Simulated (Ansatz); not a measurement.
Te (trigonal-Te type, space group P3_121), map of one atom of the cell

Te (trigonal-Te type, space group P3_121)

```
CELL_PARAMETERS angstrom
      4.62412     0.00000     0.00000
     -2.31206     4.00460     0.00000
      0.00000     0.00000     5.90339
ATOMIC_POSITIONS crystal
  Te 0.25335 0.00000 0.33333
  Te 0.00000 0.25335 0.66667
  Te 0.74665 0.74665 0.00000
```

In this cell atom 2 (Te, nearest neighbour Te at 2.827 Å; its periodic images, 4.6 Å or more away, move with it) is moved by u·(0.707, 0.707, 0.000) + v·(0.000, 0.000, 1.000); the rest is frozen.

Level of theory: r2SCAN (plane waves to 500 eV, PAW, scalar-relativistic; Ansatz, an electronic-structure program). k mesh 7×7×5 (Γ-centred), Fermi-Dirac smearing 0.05 eV. The energy includes the smearing's −TS. Points where atoms come too close for the PAW data are left out (x in tables, blank in figures). As the smearing reaches across the gap at some points, energies and forces of such displacements shift with the k mesh and the smearing. Spin-orbit coupling is left out, though Te is heavy. Te was relaxed with its symmetry unable to fall. ΔE is measured from the undisplaced structure. Axes are in Å.

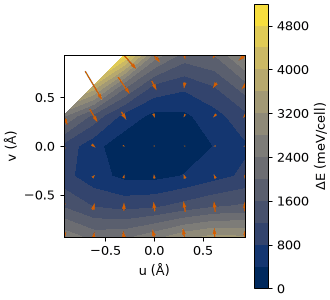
Figure: ΔE (meV/cell) over the plane, with arrows for the in-plane force on the moved atom.

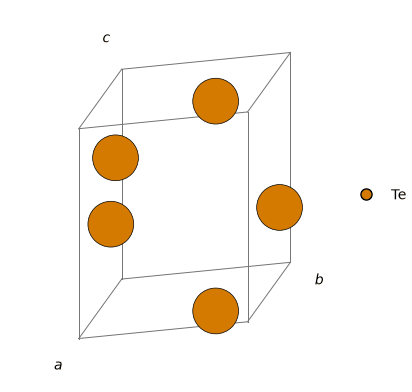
Fig. 1. The cell of the calculation at u = -0.310 Å, v = 0.930 Å.

Principal force constants in the plane (five-point differences of the forces): 2.5 and 6.0 eV/Å². Lowest place on the grid: u = 0.000 Å, v = 0.000 Å (0 meV/cell). Softest direction at the centre: 17° from u towards v. Centre of the map: a minimum.

(A displaced cell: forces are minus the slopes of the energy, force constants its curvatures, and phonons follow from these.)
